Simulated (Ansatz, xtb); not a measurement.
Pulling on the S1–S2 bond in H2S2 (SMILES SS) (multiplicity 1 held, fragments rigid). Energies count from the point at 2.072 Å.
Geometry at that point (charge 0, multiplicity 1):
```xyz
4

S     -0.912     0.054     0.491
S      0.912     0.057    -0.491
H     -1.536    -0.884    -0.249
H      1.536    -0.884     0.245
```

R- and RO- levels are restricted; in cc, def2 and unpolarised 6-31G sets they are followed outwards from rest. Unrestricted levels (U-) break spin symmetry where that is lower. Active spaces are followed from a long bond inwards. Curves can end on different states.

Cores are frozen in the correlated methods.

Run with Ansatz (Gaussian basis) for Hartree–Fock, density functionals and correlated methods; xtb for the GFN methods. Each number belongs to the level named beside it. The GFN methods have no spin term and hold the electronic entropy of 300 K.

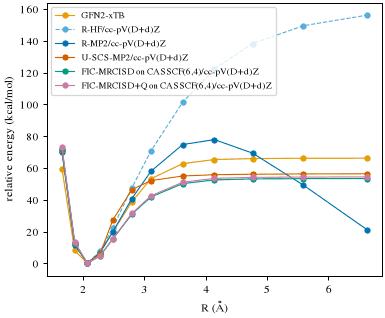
Fig. 1. Relative energy along the coordinate

Question: Read off the R-HF/cc-pV(D+d)Z curve at R = 3.108.

Answer: about 71 kcal/mol

Doubts at one or more of the structures used: a restricted determinant that unrestricted orbitals would lower (R-HF/cc-pV(D+d)Z, R-MP2/cc-pV(D+d)Z); a spin-contaminated determinant (U-SCS-MP2/cc-pV(D+d)Z); active orbitals that take no part (FIC-MRCISD on CASSCF(6,4)/cc-pV(D+d)Z, FIC-MRCISD+Q on CASSCF(6,4)/cc-pV(D+d)Z).

Ansatz is a quantum-chemistry and plane-wave program.
